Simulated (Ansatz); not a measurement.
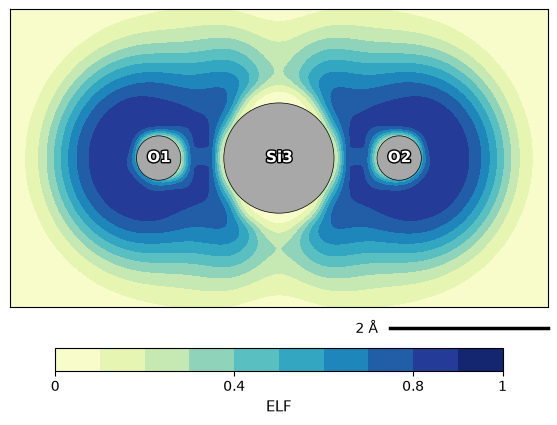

*O₂Si. ELF on a plane that holds the molecular axis. Grey discs cover the atomic cores.*

Geometry: r2SCAN-D4/def2-SVP.

All numbers below come from isolated molecule in a Gaussian basis; Kohn-Sham density functional theory, functional PBE0 (Ansatz).

**What does the map show?**

Atoms in the plane: O and Si. Si–O (1.53 Å): the ELF peaks at about 0.80 in the valence shell of O, 0.6 Å from its nucleus, and is about 0.35 at the midpoint. The ELF also peaks beside O1 and O2, away from the bonds: lone-pair regions.
